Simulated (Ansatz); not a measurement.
Sc₃Zn₄ (space group Pm-3m, No. 221): the geometry relaxed with DFT PBE, scalar-relativistic, plane waves, PAW in Ansatz 0.2.0; the starting structure was generated, so it need not be a known form of this composition.

Space group Pm-3m (No. 221). a = 5.537 Å, b = 5.537 Å, c = 5.537 Å, α = 90.00°, β = 90.00°, γ = 90.00°

| atom | site | symmetry | x | y | z |
| --- | --- | --- | --- | --- | --- |
| Sc | 3c | 4/mm.m | 0.5000 | 0.5000 | 0.0000 |
| Zn | 1b | m-3m | 0.5000 | 0.5000 | 0.5000 |
| Zn | 3d | 4/mm.m | 0.5000 | 0.0000 | 0.0000 |

Bonds are taken as Sc–Zn below 3.1 Å. Atoms with one bond or none are removed and atoms with two bonds are replaced by edges, until no such atom is left.

What net does this leave?

The result is a trinodal (4,6,6)-connected, three-periodic net: Zn(3d) is a 4-connected node; Sc is a 6-connected node; Zn(1b) is a 6-connected node, in the ratio 3:3:1. It is a single net, without interpenetration.

| node | links | point symbol | coordination sequence |
| --- | --- | --- | --- |
| Zn(3d) | 4 | 4⁴·6² | 4 16 28 66 |
| Sc | 6 | 4⁸·6⁷ | 6 14 38 50 |
| Zn(1b) | 6 | 4¹²·6³ | 6 18 30 66 |

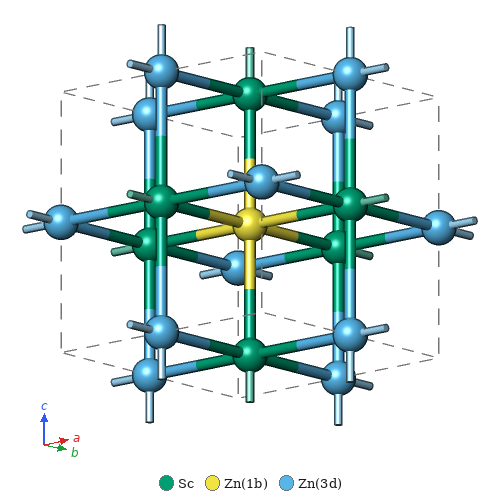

Nodes are coloured by topological kind. Short stubs are edges that leave the cut-out.
